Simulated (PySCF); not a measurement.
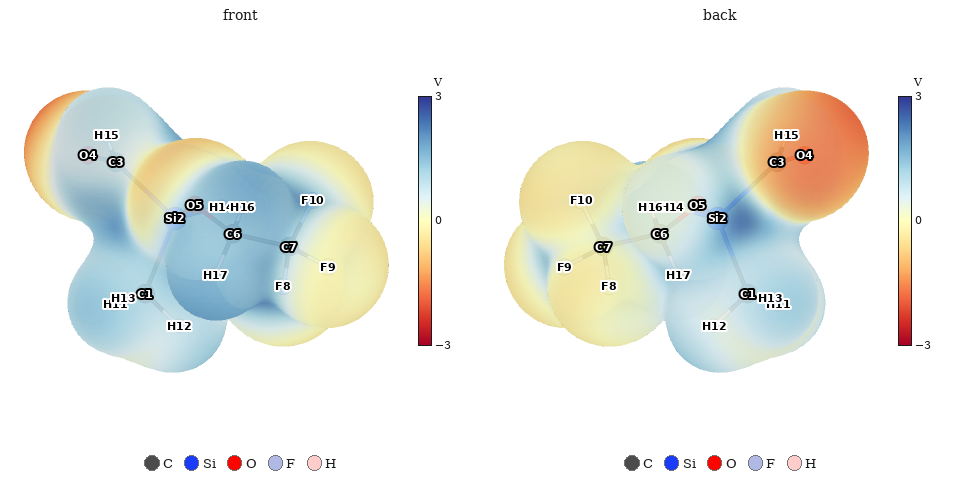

Figure. C4H7F3O2Si. The electrostatic potential painted on the density surface at 0.004 e/bohr³, seen from the front and from behind; red is negative and blue positive.

Geometry: GFN2-xTB.

These are results of PBE0/pcSseg-1, SCF density, gas phase, non-relativistic (PySCF 2.14.0), not measurements.

```
atom    x (Å)    y (Å)    z (Å)
   C  -1.5152   0.1675  -1.4023
  Si  -0.8854   0.3791   0.3775
   C  -2.1925  -0.2287   1.6384
   O  -3.2782   0.2787   1.7509
   O   0.3139  -0.6802   0.7594
   C   1.5252  -0.8972   0.1381
   C   2.2753   0.4001  -0.1426
   F   1.6860   1.1267  -1.1036
   F   3.5237   0.1531  -0.5620
   F   2.3683   1.1851   0.9316
   H  -1.6767  -0.8813  -1.6468
   H  -0.8121   0.5740  -2.1251
   H  -2.4604   0.6827  -1.5402
   H  -0.5022   1.7603   0.6618
   H  -1.9277  -1.0913   2.2865
   H   2.1545  -1.5095   0.7940
   H   1.3964  -1.4072  -0.8255
```

Which sites attract a positive test charge, and which a negative one?

Answer. A positive charge is drawn to the negative regions and a negative charge to the positive ones. The most negative region (about −1.7 V) lies over O4, the most positive (about +2.1 V) over Si2 and C7. O4 is the likeliest acceptor of a hydrogen bond.

How polar is the molecule by this calculation?

Answer. Its dipole moment is 3.01 D.
